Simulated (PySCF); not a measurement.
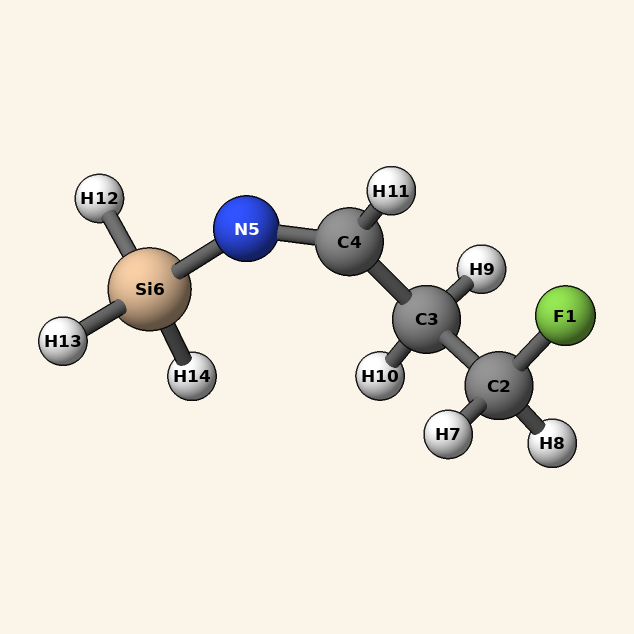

Computed geometry: PBE0-D3(BJ)/def2-SVP optimisation. No frequency run is at hand to confirm it as a minimum. Properties computed with GIAO LC-wPBE/pcSseg-1 NMR shielding, non-relativistic, gas phase (PySCF 2.14.0). Principal shieldings σ11 ≤ σ22 ≤ σ33, span Ω = σ33 − σ11, skew κ = 3(σiso − σ22)/Ω.

Give the shielding tensors of the N atoms.

```
atom     σ11     σ22    σ33    σiso      Ω     κ
  N5  −490.5  −140.4  291.9  −113.0  782.5  0.11
```

Shieldings and span in ppm.
